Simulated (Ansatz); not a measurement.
Bond stretch in LiBr, singlet.

Computed with: RKS-PBE = restricted PBE/cc-pVDZ (Ansatz, an electronic-structure program); RKS-BLYP = restricted BLYP/cc-pVDZ run with Ansatz; RKS-PBE0 = restricted PBE0/cc-pVDZ (Ansatz); UKS-PBE = unrestricted PBE/cc-pVDZ run with Ansatz; UKS-BLYP = unrestricted BLYP/cc-pVDZ (Ansatz); UKS-PBE0 = unrestricted PBE0/cc-pVDZ in Ansatz; FCI = full CI/cc-pVDZ, cores with 3d frozen (Ansatz).

Cost and accuracy over the 22 points of the scan, with FCI as yardstick. Costs are rough ratios of core time within Ansatz on shared cores, each with its mean field (Kohn-Sham runs search longer for lower solutions than correlated ones do); the miss is the largest error against full CI of the curve after the mean shift, in kJ/mol.

Task: Which of them comes closest to FCI within 2 times the cost of the cheapest?

Result: RKS-PBE0, 26.5 kJ/mol off at most.

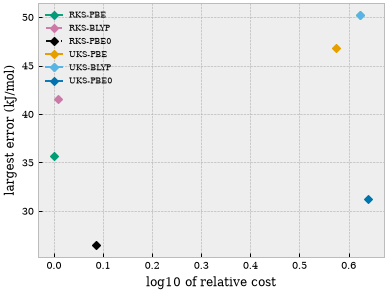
Figure: Miss against cost, one point a level.

```csv
level,relative cost,largest error
RKS-PBE,1,35.6
RKS-BLYP,1,41.6
RKS-PBE0,1,26.5
UKS-PBE,4,46.9
UKS-BLYP,4,50.3
UKS-PBE0,4,31.2
```

Costs within a factor of two of each other count as equal.

The restricted form behind RKS-PBE, RKS-BLYP, RKS-PBE0 keeps the bonding electrons paired and can't separate into open-shell fragments. The unrestricted determinant behind UKS-PBE, UKS-BLYP is spin-contaminated at 4.37 to 8.86 Å (<S²> up to 0.6, against 0.00 for a pure singlet). The unrestricted determinant behind UKS-PBE0 is spin-contaminated at 4.37 to 8.86 Å (<S²> up to 0.7, against 0.00 for a pure singlet).
